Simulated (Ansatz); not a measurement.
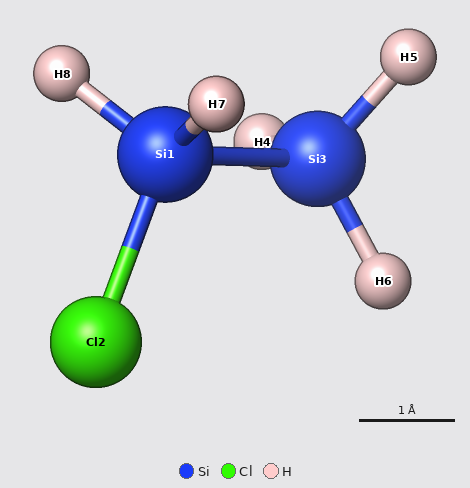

Figure 1. The structure as given in the input (ball-and-stick view, seen at a tilt; atoms are numbered from 1 in the order of the input).

# Geometry relaxation of Si$_{2}$H$_{5}$Cl

- system: Si$_{2}$H$_{5}$Cl
- method: RKS PBE0-D4/STO-3G (Ansatz 0.2.0)

It belongs to a series of runs on one base structure; here: start relaxed. Figures and captions count atoms from 1; the log counts them from 0 in places.

Output:
```
The last accepted step is kept in [file] (removed where the run ends without a failure and the disk answers)
Engine: ansatz 0.2.0, aarch64-unknown-linux-gnu
Functional definition: PBE0
  parameter a = 0.25
  parameter kappa = 0.804
  parameter beta = 0.06672455060314922
  exchange = (1 - a)*pbe_x(kappa = kappa, mu = beta*pi^2/3) + a*exact_x
  correlation = pbe_c(beta = beta)
399 factors; integrals over basis functions are off by at most 9.5e-6 eV
mean field evaluation 1: about -28029.9085 eV, gradient 2.1e1 eV
mean field evaluation 2: about -28030.7941 eV, gradient 1.6e1 eV
mean field evaluation 4: about -28031.7803 eV, gradient 2.1e-1 eV
mean field evaluation 8: about -28031.7633 eV, gradient 2.0e-4 eV
mean field -28031.76333374 eV, -1030.1483019032 hartree, gradient 3.0e-5 eV, S^2 0.000000; 0 other end points of the search recorded, 0 dependent functions left out
the calculation of the forces begins
reference -28031.76334920 eV, -1030.1483024716 hartree; 25, 25 occupied and 7, 7 virtual orbitals, 399 factors
relax step   1: F+E_penalty+E_count = -28031.91628689 eV  Δ(F+E_penalty+E_count) = +0.000e0 eV  max|allowed force component| = 9.196e-1 eV/Å  Δτ_max = 0.0000 Å  (18 SCF iters, accepted)
these checks for a lower state are left out or cut short: starts, cluster_reference, orbital_swaps, neighbouring_geometries, increment
399 factors; integrals over basis functions are off by at most 1.0e-5 eV
mean field evaluation 16: about -28031.7653 eV, gradient 6.4e-5 eV
mean field -28031.76526770 eV, -1030.1483729749 hartree, gradient 6.4e-5 eV, S^2 0.000000; 0 other end points of the search recorded, 0 dependent functions left out
[... from here on the field's lines of each further geometry are left out, up to the last ...]
relax step   2: F+E_penalty+E_count = -28031.91647288 eV  Δ(F+E_penalty+E_count) = -1.860e-4 eV  max|allowed force component| = 8.667e-1 eV/Å  Δτ_max = 0.1653 Å  (19 SCF iters, accepted)
relax step   3: F+E_penalty+E_count = -28031.98697588 eV  Δ(F+E_penalty+E_count) = -7.050e-2 eV  max|allowed force component| = 2.235e-1 eV/Å  Δτ_max = 0.0826 Å  (20 SCF iters, accepted)
relax step   4: F+E_penalty+E_count = -28031.99233823 eV  Δ(F+E_penalty+E_count) = -5.362e-3 eV  max|allowed force component| = 7.189e-2 eV/Å  Δτ_max = 0.0810 Å  (19 SCF iters, accepted)
relax step   5: F+E_penalty+E_count = -28031.97863083 eV  Δ(F+E_penalty+E_count) = +1.371e-2 eV  max|allowed force component| = 7.471e-1 eV/Å  Δτ_max = 0.0878 Å  (19 SCF iters, rejected (line search))
relax step   6: F+E_penalty+E_count = -28031.99437684 eV  Δ(F+E_penalty+E_count) = -2.039e-3 eV  max|allowed force component| = 3.241e-2 eV/Å  Δτ_max = 0.0439 Å  (19 SCF iters, accepted)
relax step   7: F+E_penalty+E_count = -28031.99717058 eV  Δ(F+E_penalty+E_count) = -2.794e-3 eV  max|allowed force component| = 9.941e-2 eV/Å  Δτ_max = 0.0975 Å  (18 SCF iters, accepted)
relax step   8: F+E_penalty+E_count = -28031.99805506 eV  Δ(F+E_penalty+E_count) = -8.845e-4 eV  max|allowed force component| = 1.136e-1 eV/Å  Δτ_max = 0.0338 Å  (17 SCF iters, accepted)
relax step   9: F+E_penalty+E_count = -28031.99950416 eV  Δ(F+E_penalty+E_count) = -1.449e-3 eV  max|allowed force component| = 8.259e-2 eV/Å  Δτ_max = 0.0532 Å  (19 SCF iters, accepted)
relax step  10: F+E_penalty+E_count = -28031.99904080 eV  Δ(F+E_penalty+E_count) = +4.634e-4 eV  max|allowed force component| = 1.097e-1 eV/Å  Δτ_max = 0.1040 Å  (17 SCF iters, rejected (line search))
relax step  11: F+E_penalty+E_count = -28032.00054354 eV  Δ(F+E_penalty+E_count) = -1.039e-3 eV  max|allowed force component| = 3.991e-2 eV/Å  Δτ_max = 0.0507 Å  (18 SCF iters, accepted)
relax step  12: F+E_penalty+E_count = -28032.00069849 eV  Δ(F+E_penalty+E_count) = -1.549e-4 eV  max|allowed force component| = 2.417e-2 eV/Å  Δτ_max = 0.0317 Å  (17 SCF iters, accepted)
the calculation of the forces begins
reference -28031.84883232 eV, -1030.1514439181 hartree; 25, 25 occupied and 7, 7 virtual orbitals, 399 factors
relax step  13: F+E_penalty+E_count = -28032.00077992 eV  Δ(F+E_penalty+E_count) = -8.143e-5 eV  max|allowed force component| = 1.961e-2 eV/Å  Δτ_max = 0.0121 Å  (16 SCF iters, accepted)
```

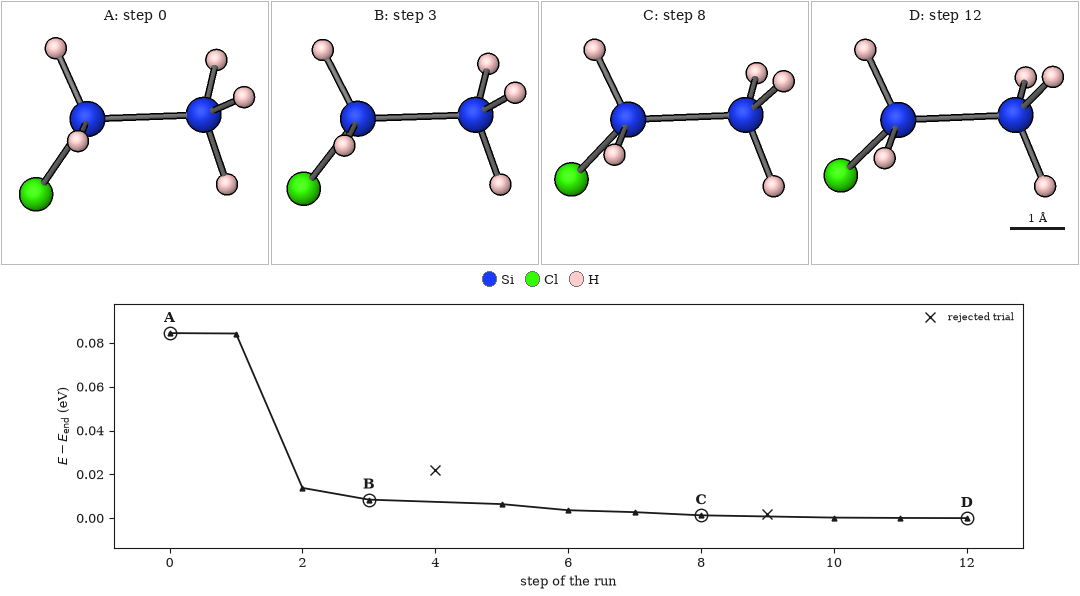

Figure 2. Frames of the relaxation (ball-and-stick view, seen at a tilt) above the curves, on which the letters mark them (the first geometry is step 0 here and step 1 in the log).

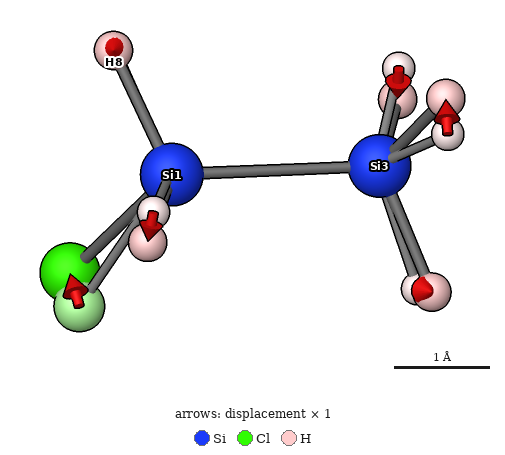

Figure 3. Start (faint) and end (solid) with the displacements as red arrows, at true length (ball-and-stick view, seen at a tilt). The two geometries are laid on each other by the best rigid fit. The largest moves after the best rigid fit, 0.42 Å, are those of H5 and H6. Largest moves by element: H 0.42 Å, Cl 0.41 Å, Si 0.04 Å. Among the contacts that change: Si1–Si3 2.220 → 2.250 Å, Si1–Cl2 2.130 → 2.108 Å, Si3–H4 1.460 → 1.442 Å, Si1–H7 1.459 → 1.447 Å. Among the angles that change: Cl2–Si1–H7 109.5° → 105.8°, Si3–Si1–H7 109.5° → 112.9°. After 12 geometry steps the energy has fallen by 0.084 eV. The largest force component goes from 0.92 to 0.02 eV/Å. The line search rejected the trial steps at points 4, 9 (counted from 0) and went back. (Atoms are counted from 1 in the order of the input.)

```
399 factors; integrals over basis functions are off by at most 1.2e-5 eV
mean field -28031.84881716 eV, -1030.1514433611 hartree, gradient 9.2e-6 eV, S^2 0.000000; 1 other end points of the search recorded, 0 dependent functions left out
the calculation of the forces begins
reference -28031.84883232 eV, -1030.1514439181 hartree; 25, 25 occupied and 7, 7 virtual orbitals, 399 factors
Total energy: -28032.00079507 eV, -1030.1570284463 hartree
Atom 0 at     0.003330     0.035186    -0.013824 Å, force    -0.019608     0.008650     0.005688 eV/Å
Atom 1 at    -0.076081    -0.397572     2.048002 Å, force     0.002009     0.002287    -0.015747 eV/Å
Atom 2 at     2.131159     0.000948    -0.744303 Å, force     0.009397    -0.008064    -0.001248 eV/Å
Atom 3 at     2.710816    -1.304522    -0.543254 Å, force     0.001312     0.009511    -0.003090 eV/Å
Atom 4 at     2.142470     0.305165    -2.155745 Å, force    -0.001960    -0.002547     0.008482 eV/Å
Atom 5 at     2.921250     0.986846    -0.048263 Å, force    -0.006470    -0.006616    -0.002924 eV/Å
Atom 6 at    -0.624263     1.329888    -0.170386 Å, force     0.003924    -0.010616     0.002802 eV/Å
Atom 7 at    -0.831480    -0.955940    -0.658527 Å, force     0.011396     0.007394     0.006036 eV/Å
Dipole moment:     0.130818     0.119057    -0.613142 e Å
```

Trajectory as extended XYZ (Å, eV, eV/Å), 13 frames, from step=1 to step=13:
```
8
Properties=species:S:1:pos:R:3:forces:R:3 step=1 energy=-28031.91629
Si    0.0000    0.0000    0.0000   -0.3391   0.0140  -0.0256
Cl    0.0000    0.0000    2.1300   -0.1830  -0.0096  -0.5769
Si    2.0935    0.0000   -0.7393    0.9196  -0.0344  -0.1048
H     2.5508   -1.3762   -0.9079   -0.0631   0.4527   0.0145
H     2.1573    0.6939   -2.0222    0.0044  -0.2244   0.3651
H     2.9510    0.6823    0.2255   -0.1819  -0.2095  -0.3753
H    -0.6877    1.1914   -0.4862   -0.0756  -0.2806   0.3591
H    -0.6877   -1.1914   -0.4862   -0.0813   0.2918   0.3441
8
Properties=species:S:1:pos:R:3:forces:R:3 step=2 energy=-28031.91647
Si    0.0064    0.0017   -0.0578   -0.8667  -0.0003   0.3087
Cl   -0.0892   -0.0063    2.0429    0.1735  -0.0138   0.3443
Si    2.1601   -0.0046   -0.7417    0.0658   0.0218  -0.2869
H     2.6509   -1.3503   -0.9243   -0.1176  -0.0078   0.0443
H     2.2272    0.6705   -2.0166   -0.0024  -0.0095   0.0010
H     3.0452    0.6769    0.1740   -0.1859   0.0173   0.0716
H    -0.8088    1.1743   -0.3750    0.4795  -0.2212  -0.2419
H    -0.8147   -1.1623   -0.3878    0.4540   0.2137  -0.2411
8
Properties=species:S:1:pos:R:3:forces:R:3 step=3 energy=-28031.98698
Si    0.0007    0.0008   -0.0203   -0.2235   0.0046   0.0245
Cl   -0.0543   -0.0070    2.0915    0.0046  -0.0072  -0.0973
Si    2.1318   -0.0022   -0.7474    0.1040  -0.0025  -0.0200
H     2.6028   -1.3574   -0.9179   -0.0277   0.0566   0.0165
H     2.2025    0.6757   -2.0220   -0.0164  -0.0298   0.0413
H     2.9903    0.6810    0.1930   -0.0546  -0.0238  -0.0476
H    -0.7451    1.1803   -0.4273    0.1123  -0.1238   0.0473
H    -0.7515   -1.1712   -0.4359    0.1012   0.1260   0.0353
8
Properties=species:S:1:pos:R:3:forces:R:3 step=4 energy=-28031.99234
Si   -0.0008    0.0075   -0.0177    0.0490   0.0018  -0.0548
Cl   -0.0578   -0.0853    2.0839   -0.0045  -0.0113   0.0719
Si    2.1306   -0.0020   -0.7466   -0.0071   0.0008  -0.0054
H     2.6221   -1.3551   -0.8413    0.0004   0.0091   0.0068
H     2.1836    0.6047   -2.0561   -0.0034  -0.0147   0.0138
H     2.9739    0.7478    0.1518   -0.0028   0.0052  -0.0111
H    -0.7130    1.2137   -0.3775   -0.0122   0.0102  -0.0054
H    -0.7613   -1.1313   -0.4828   -0.0194  -0.0011  -0.0158
8
Properties=species:S:1:pos:R:3:forces:R:3 step=5 energy=-28031.97863 accepted=F
Si    0.0234    0.0123   -0.0284   -0.6766  -0.0115   0.7471
Cl   -0.0896   -0.1660    2.0977    0.1174   0.0341  -0.5484
Si    2.1312    0.0001   -0.7485    0.3871  -0.0325  -0.0582
H     2.6427   -1.3474   -0.7679    0.0211  -0.0138  -0.0036
H     2.1618    0.5314   -2.0885    0.0028   0.0089  -0.0434
H     2.9667    0.8145    0.0992   -0.0090   0.0091  -0.0064
H    -0.6814    1.2428   -0.3243    0.0703  -0.0192  -0.0383
H    -0.7777   -1.0876   -0.5256    0.0869   0.0250  -0.0489
8
Properties=species:S:1:pos:R:3:forces:R:3 step=6 energy=-28031.99438
Si    0.0002    0.0113   -0.0175    0.0210   0.0009  -0.0215
Cl   -0.0594   -0.1285    2.0831   -0.0033  -0.0094   0.0324
Si    2.1307   -0.0019   -0.7457    0.0030   0.0010  -0.0081
H     2.6349   -1.3524   -0.8000    0.0005   0.0077   0.0070
H     2.1755    0.5650   -2.0730   -0.0016  -0.0121   0.0092
H     2.9681    0.7837    0.1273   -0.0045   0.0036  -0.0091
H    -0.7010    1.2317   -0.3513   -0.0048   0.0061   0.0002
H    -0.7718   -1.1089   -0.5092   -0.0103   0.0023  -0.0101
8
Properties=species:S:1:pos:R:3:forces:R:3 step=7 energy=-28031.99717
Si    0.0016    0.0197   -0.0161   -0.0296  -0.0061   0.0201
Cl   -0.0638   -0.2243    2.0789   -0.0018   0.0025  -0.0603
Si    2.1310   -0.0015   -0.7449    0.0764   0.0068  -0.0321
H     2.6626   -1.3456   -0.7085   -0.0257   0.0935   0.0018
H     2.1594    0.4767   -2.1110    0.0028  -0.0415   0.0994
H     2.9526    0.8627    0.0729   -0.0500  -0.0594  -0.0650
H    -0.6729    1.2714   -0.2915    0.0120  -0.0334   0.0177
H    -0.7933   -1.0591   -0.5661    0.0158   0.0375   0.0184
8
Properties=species:S:1:pos:R:3:forces:R:3 step=8 energy=-28031.99806
Si    0.0012    0.0224   -0.0157    0.0046  -0.0017   0.0242
Cl   -0.0657   -0.2572    2.0742   -0.0039   0.0020  -0.0481
Si    2.1302   -0.0010   -0.7444    0.0908   0.0022  -0.0434
H     2.6719   -1.3402   -0.6766   -0.0310   0.1011  -0.0021
H     2.1546    0.4450   -2.1219    0.0022  -0.0418   0.1136
H     2.9469    0.8880    0.0519   -0.0559  -0.0647  -0.0659
H    -0.6621    1.2836   -0.2692   -0.0051  -0.0169   0.0117
H    -0.7998   -1.0406   -0.5846   -0.0018   0.0198   0.0099
8
Properties=species:S:1:pos:R:3:forces:R:3 step=9 energy=-28031.99950
Si    0.0025    0.0282   -0.0167   -0.0117  -0.0099   0.0271
Cl   -0.0714   -0.3067    2.0632    0.0087  -0.0063  -0.0024
Si    2.1321   -0.0022   -0.7449    0.0568   0.0179  -0.0358
H     2.6917   -1.3296   -0.6295   -0.0358   0.0712   0.0000
H     2.1510    0.3939   -2.1364    0.0031  -0.0270   0.0826
H     2.9372    0.9246    0.0171   -0.0366  -0.0479  -0.0454
H    -0.6527    1.3007   -0.2293    0.0146   0.0002  -0.0147
H    -0.8133   -1.0089   -0.6099    0.0009   0.0018  -0.0115
8
Properties=species:S:1:pos:R:3:forces:R:3 step=10 energy=-28031.99904 accepted=F
Si    0.0015    0.0343   -0.0110   -0.0147   0.0276  -0.0002
Cl   -0.0696   -0.4101    2.0524   -0.0218   0.0334  -0.1097
Si    2.1283    0.0035   -0.7424    0.0927  -0.0440  -0.0340
H     2.7065   -1.3049   -0.5321   -0.0153   0.0948  -0.0236
H     2.1390    0.2994   -2.1591   -0.0033  -0.0219   0.0968
H     2.9214    0.9956   -0.0521   -0.0546  -0.0637  -0.0381
H    -0.6171    1.3341   -0.1748   -0.0084  -0.0519   0.0568
H    -0.8329   -0.9518   -0.6673    0.0254   0.0258   0.0519
8
Properties=species:S:1:pos:R:3:forces:R:3 step=11 energy=-28032.00054
Si    0.0023    0.0319   -0.0150   -0.0202   0.0054   0.0211
Cl   -0.0734   -0.3568    2.0561    0.0028  -0.0005  -0.0232
Si    2.1306    0.0000   -0.7443    0.0399  -0.0037  -0.0153
H     2.7013   -1.3156   -0.5817   -0.0142   0.0275  -0.0013
H     2.1466    0.3451   -2.1472   -0.0042  -0.0083   0.0305
H     2.9293    0.9587   -0.0190   -0.0200  -0.0170  -0.0141
H    -0.6367    1.3179   -0.1971    0.0076  -0.0174  -0.0030
H    -0.8228   -0.9811   -0.6380    0.0082   0.0139   0.0053
8
Properties=species:S:1:pos:R:3:forces:R:3 step=12 energy=-28032.00070
Si    0.0032    0.0357   -0.0141   -0.0177  -0.0129   0.0051
Cl   -0.0730   -0.3879    2.0502   -0.0043   0.0101  -0.0242
Si    2.1313   -0.0003   -0.7437    0.0064   0.0044  -0.0047
H     2.7093   -1.3086   -0.5534   -0.0061   0.0198  -0.0029
H     2.1405    0.3156   -2.1530    0.0081  -0.0045   0.0181
H     2.9213    0.9796   -0.0385   -0.0040  -0.0145  -0.0142
H    -0.6274    1.3281   -0.1801    0.0079  -0.0181   0.0116
H    -0.8281   -0.9622   -0.6535    0.0098   0.0157   0.0111
8
Properties=species:S:1:pos:R:3:forces:R:3 step=13 energy=-28032.00078
Si    0.0033    0.0352   -0.0138   -0.0196   0.0086   0.0057
Cl   -0.0761   -0.3976    2.0480    0.0020   0.0023  -0.0157
Si    2.1312    0.0009   -0.7443    0.0094  -0.0081  -0.0012
H     2.7108   -1.3045   -0.5433    0.0013   0.0095  -0.0031
H     2.1425    0.3052   -2.1557   -0.0020  -0.0025   0.0085
H     2.9213    0.9868   -0.0483   -0.0065  -0.0066  -0.0029
H    -0.6243    1.3299   -0.1704    0.0039  -0.0106   0.0028
H    -0.8315   -0.9559   -0.6585    0.0114   0.0074   0.0060
```

The run was set up as follows.

Input file:
```yaml
crystal:
  periodic: [false, false, false]
  atoms:
    - { symbol: Si, position_ang: [0.0, 0.0, 0.0] }
    - { symbol: Cl, position_ang: [0.0, 0.0, 2.13] }
    - { symbol: Si, position_ang: [2.0935, 0.0, -0.7393] }
    - { symbol: H, position_ang: [2.5508, -1.3762, -0.9079] }
    - { symbol: H, position_ang: [2.1573, 0.6939, -2.0222] }
    - { symbol: H, position_ang: [2.951, 0.6823, 0.2255] }
    - { symbol: H, position_ang: [-0.6877, 1.1914, -0.4862] }
    - { symbol: H, position_ang: [-0.6877, -1.1914, -0.4862] }
basis:
  gaussian: { orbitals: STO-3G }
hamiltonian:
  xc: pbe0
  dispersion: d4
relax:
  f_tol: 0.02
  max_steps: 40
```

Run as:
```bash
ansatz run input.yaml --threads 1 --pin off --max-ram 2048MiB --backend cpu --events-out ev --progress --plain --runs-dir out
```

Summary:

```csv
quantity,value
outcome,converged
total energy,−28032.0008 eV
mean-field energy,−28031.8488 eV
largest force (length of the vector) at the end,0.022 eV/Å
hardware,"1 thread of Arm Neoverse V1, 24 GiB of memory available, shared host"
wall time,18 s
peak memory,0.1 GiB
```
